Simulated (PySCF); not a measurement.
Potential energy curve for BrF, singlet.

Computed with: UKS-CAM-B3LYP = unrestricted CAM-B3LYP/def2-TZVP (PySCF 2.14.0); RKS-BLYP = PySCF 2.14.0 with restricted BLYP/def2-TZVP; UKS-BLYP = unrestricted BLYP/def2-TZVP in PySCF; RHF/def2-TZVP (PySCF).

Energies are in mEh, each relative to the lowest point of its own curve near equilibrium.

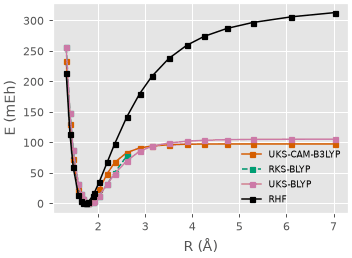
*Energy against bond length for each method.*

| R / Å | UKS-CAM-B3LYP | RKS-BLYP | UKS-BLYP | RHF |
|---|---|---|---|---|
| 1.32 | 234.1 | 255.9 | 255.9 | 214.2 |
| 1.40 | 130.3 | 148.3 | 148.3 | 113.7 |
| 1.47 | 72.5 | 87.1 | 87.1 | 59.0 |
| 1.58 | 22.1 | 31.4 | 31.4 | 13.9 |
| 1.64 | 8.6 | 15.1 | 15.1 | 3.4 |
| 1.68 | 3.5 | 8.1 | 8.1 | 0.1 |
| 1.75 | 0.0 | 1.3 | 1.3 | 0.0 |
| 1.79 | 0.5 | 0.0 | 0.0 | 2.4 |
| 1.88 | 6.2 | 1.7 | 1.7 | 12.2 |
| 1.92 | 10.2 | 4.0 | 4.0 | 18.0 |
| 2.02 | 22.9 | 12.5 | 12.5 | 34.9 |
| 2.19 | 48.5 | 31.5 | 31.5 | 67.2 |
| 2.35 | 67.4 | 50.4 | 48.6 | 97.7 |
| 2.61 | 83.5 | 78.0 | 70.1 | 142.2 |
| 2.88 | 91.0 | — | 85.7 | 179.9 |
| 3.14 | 94.2 | — | 93.8 | 208.4 |
| 3.50 | 96.2 | — | 99.1 | 237.7 |
| 3.88 | 97.1 | — | 102.0 | 259.3 |
| 4.25 | 97.4 | — | 103.6 | 273.9 |
| 4.74 | 97.6 | — | 104.6 | 287.1 |
| 5.28 | 97.6 | — | 105.0 | 296.6 |
| 6.10 | 97.6 | — | 105.3 | 306.0 |
| 7.03 | 97.6 | — | 105.5 | 313.0 |

At the longest distance, 7.03 Å, RHF lies highest above its minimum (313.0 mEh) and UKS-CAM-B3LYP lowest (97.6 mEh).

Dashes: no converged value, or the column stops at the first point that the program doubted or that broke a chosen test of continuity, which isn't proof of a fault.

The unrestricted determinant behind UKS-CAM-B3LYP is spin-contaminated at 2.19 to 7.03 Å (<S²> up to 1.0, against 0.00 for a pure singlet). The restricted form behind RKS-BLYP, RHF keeps the bonding electrons paired and can't separate into open-shell fragments. The unrestricted determinant behind UKS-BLYP is spin-contaminated at 2.35 to 7.03 Å (<S²> up to 1.0, against 0.00 for a pure singlet).
